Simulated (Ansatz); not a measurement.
A series of calculations on BSiAsH5OF

## 1. Relaxation

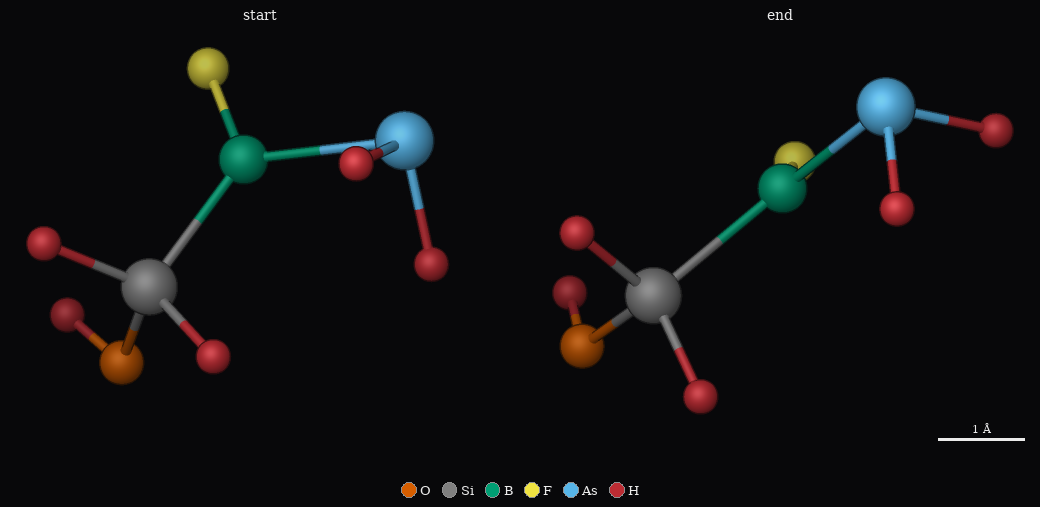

The structure of BSiAsH₅OF before (left) and after (right) a relaxation, at one scale.

The picture is a ball-and-stick view, seen from a free direction.

The run prepares an end point of a later path (inversion) calculation, from a guessed geometry.

Method: RKS PBE0-D4/def2-SVP (Ansatz 0.2.0). (no spin polarisation; force threshold 0.015 eV/Å; at most 40 steps)

Q: What changed between the two?

A: The largest move after the best rigid fit is that of an H atom, 1.65 Å. By element the largest moves are H 1.65 Å, F 1.41 Å, As 0.74 Å, O 0.72 Å, B 0.41 Å, Si 0.21 Å. Among the contacts that change: B–F 1.469 → 1.331 Å, B–Si 1.917 → 2.038 Å, H–O 1.036 → 0.962 Å, As–H 1.571 → 1.520 Å. Among the angles between lasting bonds that change: Si–O–H 107.8° → 115.8°, Si–B–F 124.1° → 119.0°, B–As–H 90.5° → 95.3°. Groups turn about As–B by about 85°, B–Si by about 60°, O–Si by about 30°. The energy falls by 21.2 kcal/mol in 26 accepted moves (27 points after the start). Largest force component: 3.7 eV/Å at the start, 0.011 eV/Å at the end. The line search rejected the trial step at point 16 of the run. The forces were under the threshold at step 20, but the run went on from there. Cost: 40 s on 2 threads of AMD EPYC 9R45 96-Core Processor (Zen 5), with other jobs on the host, peak memory 0.31 GiB.

## 2. Relaxation

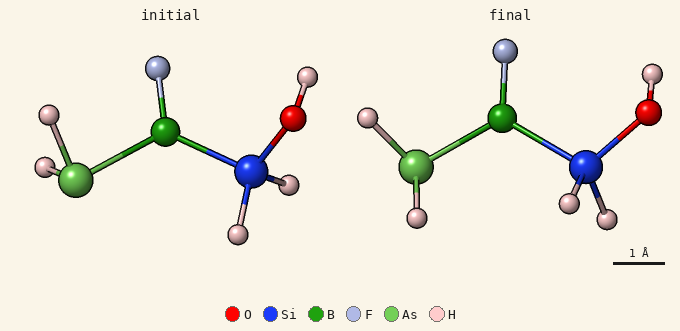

The structure of BSiAsH₅OF before (left) and after (right) a relaxation, at one scale.

The picture is a ball-and-stick view, seen at a tilt.

The run prepares an end point of a later path (inversion) calculation, from a guessed geometry.

All numbers below come from RKS PBE0-D4/def2-SVP (Ansatz 0.2.0). Settings: no spin polarisation; force threshold 0.015 eV/Å; at most 40 steps.

> Describe what moved and what it gained.

An H atom moves most after the best rigid fit: 2.20 Å. By element the largest moves are H 2.20 Å, As 1.22 Å, F 0.62 Å, O 0.53 Å, B 0.29 Å, Si 0.24 Å. Among the contacts that change: B–F 1.469 → 1.331 Å, B–Si 1.917 → 2.038 Å, H–O 1.036 → 0.962 Å, As–H 1.571 → 1.520 Å. Among the angles between lasting bonds that change: Si–O–H 107.8° → 115.4°, Si–B–F 124.1° → 118.9°, B–As–H 90.5° → 94.9°. Groups turn about As–B by about 90°, B–Si by about 60°, O–Si by about 35°. Over 24 accepted moves (26 points after the start) the energy falls by 93.2 kJ/mol. The largest force component goes from 3.8 to 0.013 eV/Å. The line search rejected the trial steps at points 3, 20 of the run.

## 3. Path

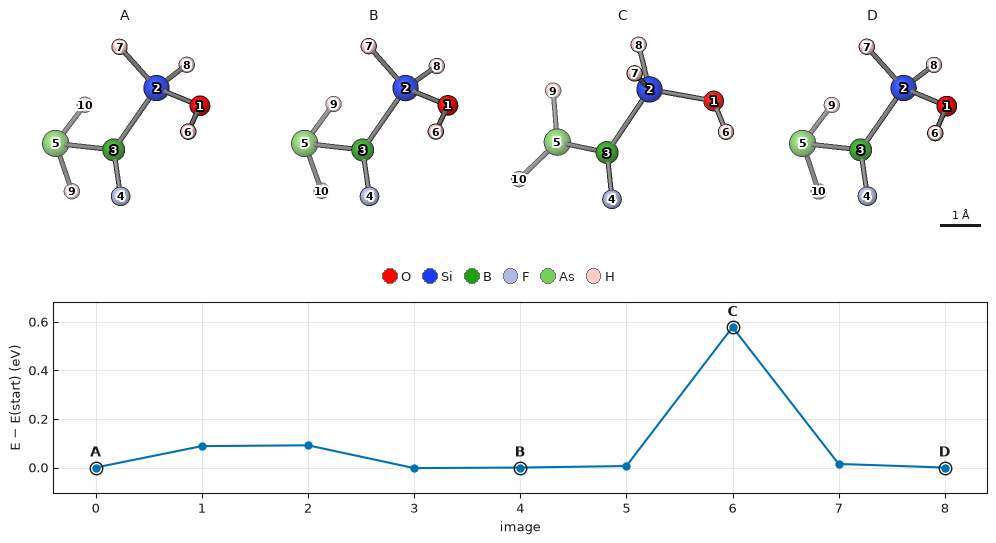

A nudged-elastic-band calculation for BSiAsH5OF. Images are numbered from 0 (start) to 8 (end). Frames A to D are images 0, 4, 6, 8. The picture is a ball-and-stick view, seen from a free direction.

Theory: RKS PBE0-D4/def2-SVP in Ansatz. Settings: 7 movable images; climbing image; force threshold 0.03 eV/Å; iteration limit 60; starting path through a guess of the saddle point.

Describe the mechanism and the energy profile.

The two ends have the same energy, and the highest point, image 6, lies 0.58 eV above the start. The path has more than one stage, and so few images may leave a stage unresolved. No bond forms or breaks between the ends. Bond angles that change up to the highest image, for instance: B3–As5–H10 94.9° → 130.2°, B3–As5–H9 95.3° → 120.2°. The band converged in 31 iterations. The largest component of the band force went from 410 to 0.023 eV/Å. The climbing image converged on the top of the path. Its vibrational analysis gives one imaginary mode (470i cm⁻¹), as a transition state must have.

The run took 4.5 min on 2 threads of AMD EPYC 9R45 96-Core Processor (Zen 5) (shared host), peak memory 0.36 GiB.
